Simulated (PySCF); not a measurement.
# EPR calculation of C$_{4}$H$_{10}$BOSi

- system: C$_{4}$H$_{10}$BOSi, multiplicity 2
- method: UKS B3LYP, pcH-1 on B C H O Si, non-relativistic, mean-field spin-orbit, GIAO (PySCF 2.14.0)

It belongs to a series of runs on one base structure; here: H removed from B.

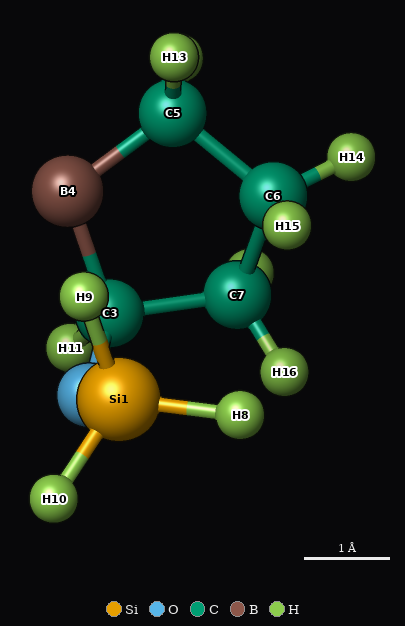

*The structure (ball-and-stick view, seen at an oblique angle; atoms are numbered from 1 in the order of the input).*

Results in brief

| quantity | value |
| --- | --- |
| outcome | converged |
| total energy | −547.968516 hartree |
| ⟨S²⟩ | 0.751 |
| isotropic g | 2.0019 |
| hardware | 1 CPU thread, shared host |
| wall time | 71 s |
| peak memory | 1 GiB |

The input
```
{"job": {"kind": "epr", "basis": "pcH-1"}, "charge": 0, "multiplicity": 2}
Si     2.337319    -0.419354     0.100308
O      1.535607     0.833461    -0.512290
C      0.163076     1.052679    -0.759406
B     -0.483765    -0.133243    -1.603102
C     -1.506443    -0.891268    -0.701721
C     -1.191679    -0.385763     0.723216
C     -0.672573     1.043802     0.544406
H      2.110321    -0.591270     1.542393
H      1.977734    -1.685865    -0.551856
H      3.694708     0.016486    -0.187225
H      0.117417     2.049772    -1.218987
H     -2.515297    -0.571281    -0.986126
H     -1.516506    -1.980362    -0.749217
H     -2.062205    -0.421243     1.379773
H     -0.411422    -1.011253     1.159593
H     -0.069783     1.377805     1.388816
H     -1.513505     1.728927     0.421514
```

The first line tells a small driver script what to run in PySCF; the rest is the geometry in Å.

Launched with:
```bash
OMP_NUM_THREADS=1 python <driver script> task.json out
```

Log
```
UKS, coarse grid
  cycle   1  E = -547.84324131  |g| = 5.74e-01
  cycle   2  E = -547.56638022  |g| = 1.01e+00
  cycle   3  E = -547.96180169  |g| = 1.25e-01
  cycle   4  E = -547.96693883  |g| = 5.64e-02
  cycle   5  E = -547.96844733  |g| = 9.21e-03
  cycle   6  E = -547.96848725  |g| = 2.48e-03
  cycle   7  E = -547.96849025  |g| = 1.05e-03
  cycle   8  E = -547.96849150  |g| = 3.84e-04
UKS, final grid
  cycle   1  E = -547.96851618  |g| = 4.10e-04
  cycle   2  E = -547.96851619  |g| = 5.57e-04
  cycle   3  E = -547.96851634  |g| = 8.58e-05
  cycle   4  E = -547.96851635  |g| = 5.99e-05
  cycle   5  E = -547.96851636  |g| = 2.62e-05
  cycle   6  E = -547.96851637  |g| = 5.18e-06
E = -547.96851637 Eh   <S^2> = 0.7513 (exact 0.7500)
g shifts (ppm)      1          2          3
  rmc          -107       -107       -107
  gc             20         20         -0
  oz_so        -961        -45        107
  total       -1048       -132         -1
hyperfine (MHz)  atom isotope    a_iso     a_fc   dipolar eigenvalues
    0  29Si      -0.43      -0.43     -0.50      0.02      0.48
    1   17O      -1.15      -1.15     -0.26     -0.12      0.37
    2   13C      41.30      41.31     -6.33     -5.54     11.87
    3   11B     422.17     422.24    -42.27    -40.86     83.13
    4   13C      49.50      49.51     -5.80     -4.58     10.38
    5   13C      36.07      36.08     -3.28     -2.68      5.96
    6   13C      32.02      32.02     -3.21     -2.50      5.71
    7    1H       1.51       1.51     -0.94     -0.79      1.73
    8    1H       3.94       3.94     -2.42     -2.03      4.44
    9    1H       0.03       0.03     -0.83     -0.79      1.62
   10    1H       0.98       0.98     -5.51     -3.89      9.40
   11    1H      -6.93      -6.93     -5.55     -3.71      9.26
   12    1H       6.22       6.22     -5.36     -4.16      9.52
   13    1H       5.41       5.41     -2.52     -1.05      3.57
   14    1H      -1.64      -1.64     -2.81     -1.48      4.29
   15    1H       6.73       6.73     -2.55     -0.96      3.52
   16    1H      -1.71      -1.71     -2.69     -1.59      4.28
```

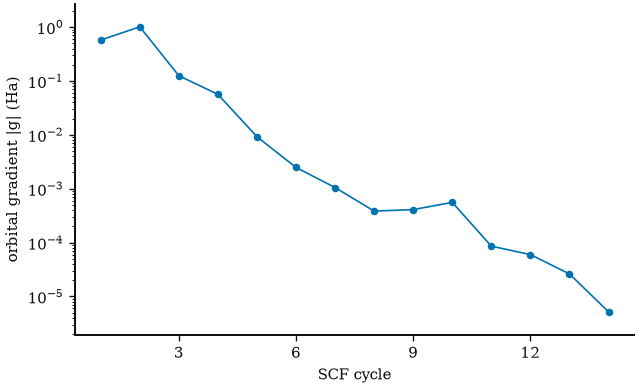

*Convergence of the self-consistent field: orbital gradient |g| against the SCF cycle.*

All cycles printed in the log are drawn one after another.

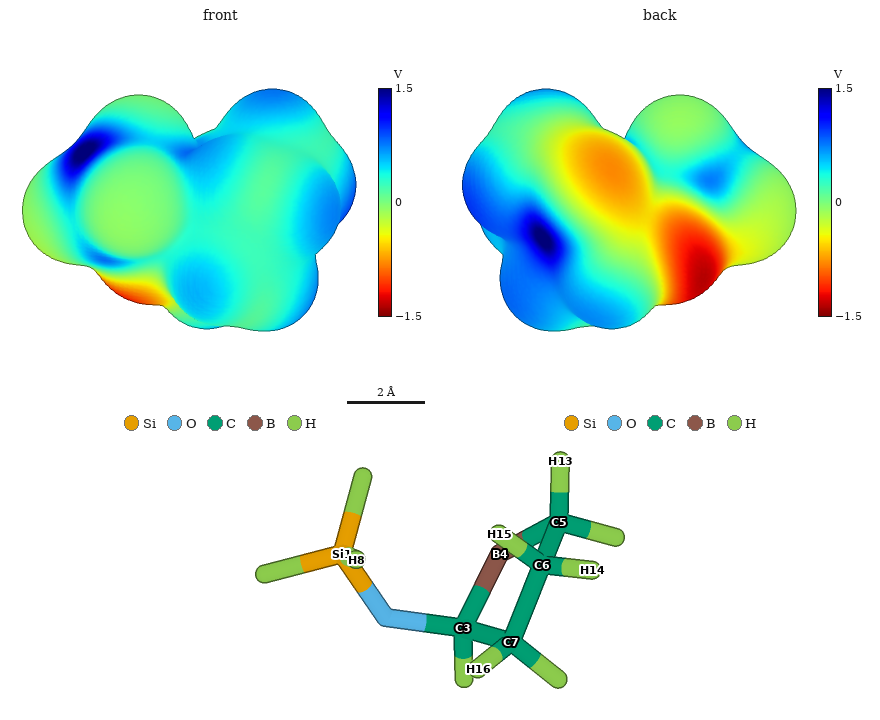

*The molecular electrostatic potential painted on the density surface at 0.002 e/bohr³, seen face on and from behind; the colour scale runs from red (negative) to blue (positive). The bare structure is drawn below in the same view.*

A positive charge is drawn to the negative regions and a negative charge to the positive ones.

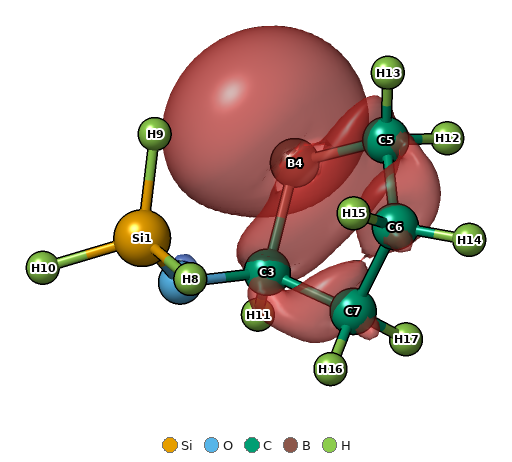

*Isosurfaces of the spin density at +0.01 (red) and −0.01 e/Å³ (blue), seen at a tilt.*

The unpaired spin (1 electron) lies mostly on B4 (about 0.8), in electrons by Hirshfeld's partition.

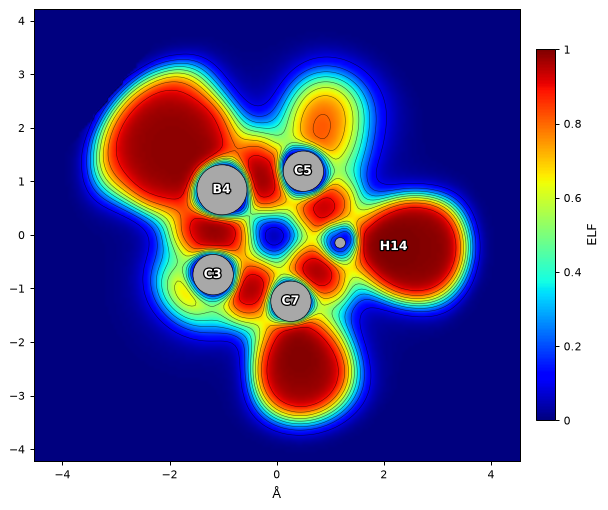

*ELF on the plane of atoms C3, B4 and C5. Grey discs, where drawn, cover atomic cores.*

Atoms in the plane: C, B and H. C–B (1.56 Å): the ELF peaks at about 0.95 between the atoms, which marks a shared electron pair.
